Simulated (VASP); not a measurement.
```xyz
2
Lattice="0.0000 2.9953 2.9953 2.9953 0.0000 2.9953 2.9953 2.9953 0.0000" Properties=species:S:1:pos:R:3 pbc="T T T"
Hg     0.0000     0.0000     0.0000
S      1.4976     1.4976     1.4976
```

All values below come from optB88-vdW, VASP's PBE PAW potentials (set 64) (plane waves; VASP). Run with 520 eV cut-off, 12×12×12 Γ-centred mesh, tetrahedra with Blöchl corrections, potentials Hg S.

Unless said otherwise, spin-orbit coupling is left out, though it shifts the bands of the heavy elements here.

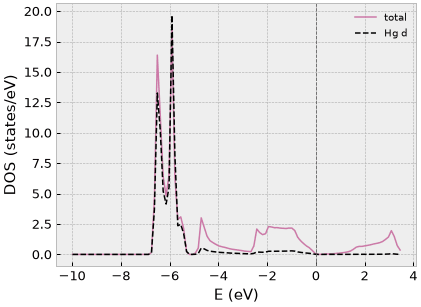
Fig. 1. Total and projected density of states, zero at the Fermi level

Within 2 eV below the Fermi level the largest weight inside VASP's projection spheres is S p, then Hg d.

It has no gap at this level: it comes out as a metal or semimetal.

The compound is HgS in the zinc blende structure, metacinnabar; cinnabar is the stable form. It was relaxed first, which changed the volume by +7 %.
